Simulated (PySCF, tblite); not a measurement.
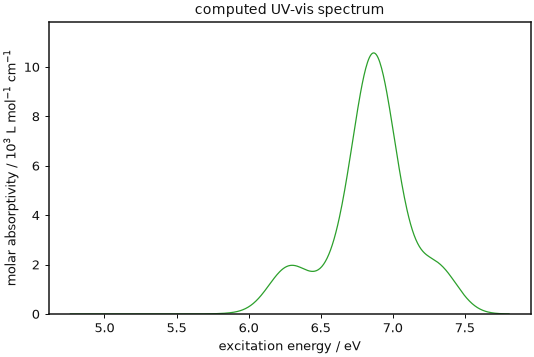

Computed absorption of C₄H₈O₃Si, SMILES C=C[SiH2]OCC(=O)O. Vertical TDDFT excitations, PBE0/def2-SVPD in PySCF 2.14.0, at a GFN2-xTB geometry (a minimum by its frequencies), gas phase. The lowest 8 singlet states are shown; each is broadened by a Gaussian of 1/e half-width 0.20 eV.

Where is the lowest singlet, and is it bright?

Answer. S1 lies at 5.96 eV (208 nm) with f = 0.000, mainly HOMO−2 → LUMO (60 %); it is dark or nearly so.

List the transitions behind the spectrum.

Answer.
```
state  E (eV)  λ (nm)      f          main character
   S1    5.96     208  0.000    HOMO−2 → LUMO (60 %)
   S2    6.28     197  0.022      HOMO → LUMO (67 %)
   S3    6.37     195  0.001    HOMO−1 → LUMO (40 %)
   S4    6.61     187  0.015  HOMO−1 → LUMO+1 (56 %)
   S5    6.86     181  0.114    HOMO → LUMO+1 (66 %)
   S6    6.99     177  0.017    HOMO → LUMO+2 (48 %)
   S7    7.05     176  0.005    HOMO → LUMO+2 (43 %)
   S8    7.31     170  0.023  HOMO−1 → LUMO+2 (61 %)
```

Caveats: the tight-binding geometry is rougher than a DFT one and adds to the error; one conformer of a flexible molecule; core orbitals are frozen in the response.
